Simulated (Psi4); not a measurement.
# SiN2H5 (SMILES N[SiH]N): U-wB97X/def2-SVPD

Aim: the vertical ionisation energy of SiN2H5 at U-wB97X/def2-SVPD, from 2 runs. 

The calculation is run with Psi4 1.11.

4 further runs of the same task are left out: 4 set aside as unsound or not needed.

### 1 The molecule

SiN2H5: 8 atoms, total charge 0, spin state doublet. SMILES: `N[SiH]N`. The shape is that of a PBE0-D4/def2-TZVP optimisation. This is one conformer, not always the lowest.

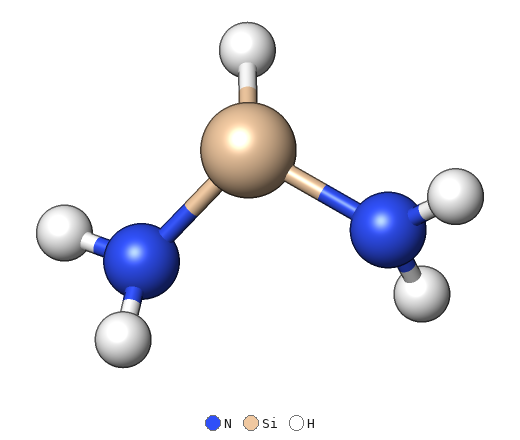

The structure, seen from a chosen angle (nitrogen blue, silicon light orange, hydrogen white).

### 2 Energy and gradient at U-wB97X/def2-SVPD

input.inp

```
memory 2.2 GB

molecule system {
  0 2
  N     -1.027000     0.622100    -0.768300
  Si     0.527700     0.579900    -0.050700
  N      0.789500    -1.052600     0.425100
  H     -1.817900     0.144500    -0.364600
  H     -1.296600     1.349400    -1.406800
  H      0.716400     1.354100     1.225100
  H      0.730800    -1.794000    -0.255200
  H      1.468900    -1.260500     1.139500
  symmetry c1
  no_reorient
  no_com
}

set {
  reference uks
  puream true
  e_convergence 1e-09
  d_convergence 1e-08
  scf_type pk
  dft_radial_points 99
  dft_spherical_points 590
  maxiter 100
}

energy_value, wavefunction = gradient("wb97x/def2-SVPD", return_wfn=True)
oeprop(wavefunction, "LOWDIN_CHARGES", "MAYER_INDICES", "WIBERG_LOWDIN_INDICES")
```

Started as:

```
$ psi4 -n 1 input.inp input.out
```

input.out:

```text
[...]
  Running in c1 symmetry.
[...]
  Nuclear repulsion =  111.028710907775093
[...]
  Multiplicity = 2
[...]
  Nalpha       = 17
  Nbeta        = 16
[...]
    Number of basis functions: 104
[...]
   @UKS iter   1:  -401.54422448326562   -4.12300e-01   7.36514e-03 DIIS/ADIIS
[...]
   @UKS iter  13:  -401.80823413795991   -6.87805e-12   4.56886e-09 DIIS
[...]
   @S^2 Observed:                7.524792430E-01
[...]
    Orbital Energies [Eh]
    ---------------------
    Alpha Occupied:
       1A    -66.127226     2A    -14.390169     3A    -14.384464
       4A     -5.387407     5A     -3.748926     6A     -3.747239
       7A     -3.746033     8A     -0.980383     9A     -0.954593
      10A     -0.650398    11A     -0.609828    12A     -0.601419
      13A     -0.520089    14A     -0.475483    15A     -0.411913
      16A     -0.370828    17A     -0.265594
    Alpha Virtual:
      18A      0.090782    19A      0.102494    20A      0.133108
      21A      0.159685    22A      0.171443    23A      0.179710
      24A      0.187961    25A      0.200934    26A      0.214750
[...]
  @UKS Final Energy:  -401.80823413795991
   => Energetics <=
    Nuclear Repulsion Energy =            111.0287109077750927
    One-Electron Energy =                -773.4146476727576101
    Two-Electron Energy =                 287.1962444034397208
    DFT Exchange-Correlation Energy =     -26.6185417764171710
    Empirical Dispersion Energy =           0.0000000000000000
    VV10 Nonlocal Energy =                  0.0000000000000000
    Total Energy =                       -401.8082341379599143
[...]
 Multipole Moments:
 ------------------------------------------------------------------------------------
     Multipole            Electronic (a.u.)      Nuclear  (a.u.)        Total (a.u.)
 ------------------------------------------------------------------------------------
 L = 1.  Multiply by 2.5417464519 to convert [e a0] to [Debye]
 Dipole X            :        -10.6406924           10.4443273           -0.1963651
 Dipole Y            :         -9.5774169            9.2570124           -0.3204045
 Dipole Z            :          5.1945293           -5.2424782           -0.0479489
 Magnitude           :                                                    0.3788369
[...]
  -Total Gradient:
     Atom            X                  Y                   Z
    ------   -----------------  -----------------  -----------------
       1        0.005631163938    -0.000830049936     0.002742958931
       2       -0.008746873561    -0.007865588036    -0.000948925741
       3       -0.000860231516     0.004897880755    -0.002057988083
       4        0.003133510626     0.002402117285    -0.000837929933
       5        0.001886332288    -0.002837911284     0.002884434169
       6        0.000265244258    -0.001128674871    -0.000963637280
       7        0.000839790461     0.003515307873     0.002001592399
       8       -0.002300879124     0.001668097821    -0.002875483105
[...]
```

It took 50 s on 1 thread of AMD EPYC 7R43 (Zen 3), shared host; peak memory 1.2 GiB.

### 3 The singlet cation, same level

job.in

```
memory 2200 mb

molecule {
  1 1
  N     -1.027000     0.622100    -0.768300
  Si     0.527700     0.579900    -0.050700
  N      0.789500    -1.052600     0.425100
  H     -1.817900     0.144500    -0.364600
  H     -1.296600     1.349400    -1.406800
  H      0.716400     1.354100     1.225100
  H      0.730800    -1.794000    -0.255200
  H      1.468900    -1.260500     1.139500
  symmetry c1
  no_reorient
  no_com
}

set puream true
set e_convergence 1e-09
set d_convergence 1e-08
set scf_type pk
set dft_radial_points 99
set dft_spherical_points 590

energy_value, wavefunction = gradient('wb97x/def2-SVPD', return_wfn=True)
```

Started as:

```
$ psi4 job.in job.out -n 1
```

job.out:

```text
[...]
  Running in c1 symmetry.
[...]
  Nuclear repulsion =  111.028710907775093
[...]
  Multiplicity = 1
[...]
  Nalpha       = 16
  Nbeta        = 16
[...]
    Number of basis functions: 104
[...]
   @RKS iter   1:  -401.29645146084408   -1.64527e-01   6.92031e-03 DIIS/ADIIS
[...]
   @RKS iter  13:  -401.53987400717784   -8.75389e-12   4.05242e-09 DIIS
[...]
    Orbital Energies [Eh]
    ---------------------
    Doubly Occupied:
       1A    -66.424472     2A    -14.638459     3A    -14.613972
       4A     -5.680656     5A     -4.045191     6A     -4.038455
       7A     -4.037144     8A     -1.210258     9A     -1.177303
      10A     -0.883403    11A     -0.835096    12A     -0.818169
      13A     -0.750212    14A     -0.713568    15A     -0.631571
      16A     -0.588303
[...]
  @RKS Final Energy:  -401.53987400717784
   => Energetics <=
    Nuclear Repulsion Energy =            111.0287109077750927
    One-Electron Energy =                -765.1585821431472141
    Two-Electron Energy =                 279.0593503824629806
    DFT Exchange-Correlation Energy =     -26.4693531542687346
    Empirical Dispersion Energy =           0.0000000000000000
    VV10 Nonlocal Energy =                  0.0000000000000000
    Total Energy =                       -401.5398740071778434
[...]
 Multipole Moments:
 ------------------------------------------------------------------------------------
     Multipole            Electronic (a.u.)      Nuclear  (a.u.)        Total (a.u.)
 ------------------------------------------------------------------------------------
 L = 1.  Multiply by 2.5417464519 to convert [e a0] to [Debye]
 Dipole X            :         -9.6085364           10.4443273            0.8357909
 Dipole Y            :         -8.6994205            9.2570124            0.5575919
 Dipole Z            :          4.9395789           -5.2424782           -0.3028993
 Magnitude           :                                                    1.0493823
[...]
  -Total Gradient:
     Atom            X                  Y                   Z
    ------   -----------------  -----------------  -----------------
       1       -0.036831052849    -0.020500122721     0.007684097735
       2        0.057037671370     0.049418421030    -0.047448573893
       3       -0.012235575126    -0.037214187542     0.021644119320
       4        0.000805896201     0.011651382836    -0.000783050940
       5        0.006127537483    -0.006085100565     0.004951463604
       6       -0.014563104530    -0.011683260804     0.017818597840
       7        0.006441456588     0.010699990154     0.003145818667
       8       -0.007000446355     0.003452667638    -0.007145895466
[...]
```

Run time: 36 s. Hardware: 1 thread of AMD EPYC 7R43 (Zen 3), shared host; peak memory 1.2 GiB.

### 4 Results

At U-wB97X/def2-SVPD:

```
                                          quantity          value
                      doublet SiN2H5: total energy  -401.80823 Eh
                     doublet SiN2H5: dipole moment         0.96 D
doublet SiN2H5: HOMO energy (highest over α and β)       -7.23 eV
 doublet SiN2H5: LUMO energy (lowest over α and β)       -0.01 eV
                              doublet SiN2H5: ⟨S²⟩          0.752
          doublet SiN2H5: largest force on an atom     0.607 eV/Å
                      singlet cation: total energy  -401.53987 Eh
                       singlet cation: HOMO energy      -16.01 eV
                       singlet cation: LUMO energy       -7.25 eV
                     singlet cation: HOMO–LUMO gap        8.76 eV
          singlet cation: largest force on an atom     4.584 eV/Å
vertical ionisation energy (to the singlet cation)       7.302 eV
```

What this shows: The vertical ionisation energy comes to 7.30 eV (168 kcal/mol). The largest force (doublet SiN2H5) is 0.61 eV/Å: the shape isn't a stationary point for this species at this level. Only the singlet of the ionised species was computed; a triplet could lie lower.
